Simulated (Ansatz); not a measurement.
**H7Li7 (charge −1, doublet): density, localisation and related maps**

```csv
atom,x (Å),y (Å),z (Å)
Li,-1.9125,1.3938,0.8613
Li,1.2237,-1.5753,-0.5179
Li,0.1674,2.2482,-0.1888
Li,0.2366,0.1208,1.4294
Li,-1.0126,-1.9292,0.5789
Li,-0.9757,0.0050,-1.0714
Li,2.4231,0.5928,-1.1955
H,-0.3571,1.8926,1.6019
H,-0.5856,-1.8259,-1.1580
H,-1.5479,1.7836,-0.8510
H,2.7592,-1.1128,-1.2829
H,0.7472,0.4781,-0.3808
H,-1.7721,-0.3632,0.8616
H,0.6061,-1.7085,1.3132
```

Geometry: PBE-D4/def2-TZVPD; the highest occupied orbital lies above zero, a sign that basis and functional describe the outermost electron poorly.

The calculation used UKS PBE0-D4/def2-TZVPD in Ansatz.

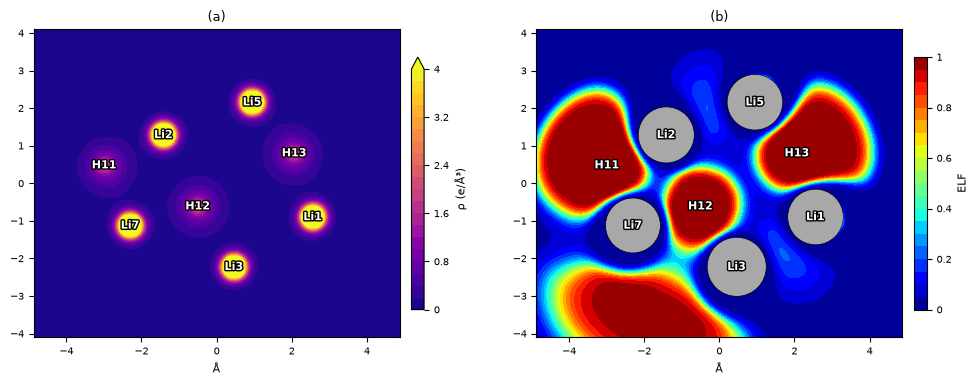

Figure 1. (a) electron density; (b) ELF on the plane of atoms Li1, Li3 and H12. Grey discs cover the atomic cores in the ELF map.

> Interpret the plot.

- Atoms in the plane: Li and H.
- Li–Li (2.48 Å): the density is about 0.1 e/Å³ at the midpoint; the ELF is about 0.20 at the midpoint.
- Li–H (1.74 Å): ρ is about 0.21 e/Å³ halfway; the ELF climbs to about 1 towards the hydrogen.
- Li–Li (2.52 Å): ρ at the midpoint is about 0.1 e/Å³; the ELF is about 0.20 at the midpoint.

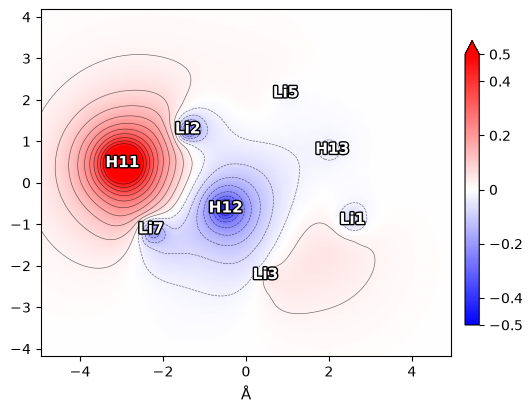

Figure 2. The HOMO (β) on the plane of atoms Li1, Li3 and H12 (values in Å⁻³ᐟ²; the overall sign is arbitrary).

> What is the character of this orbital?

By Hirshfeld shares it lies mainly on H11 (about 55 %), Li7 (about 15 %), Li2 (about 10 %) and H12 (about 10 %). Its energy is −2.76 eV.

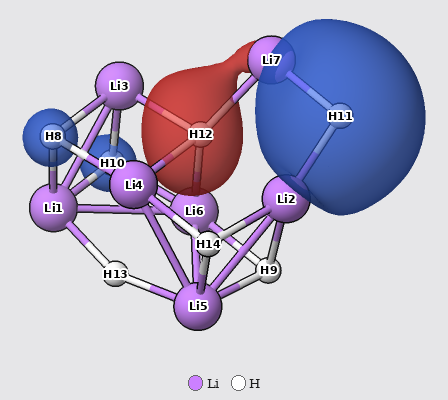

Figure 3. The HOMO−1 (α) at ±0.08 Å⁻³ᐟ² (blue and red are the two phases), seen at a tilt.

> Describe this orbital and give its energy.

It lies mainly on H11 (about 55 %), Li7 (about 15 %), Li2 (about 10 %) and H12 (about 10 %). Its energy is −2.78 eV.
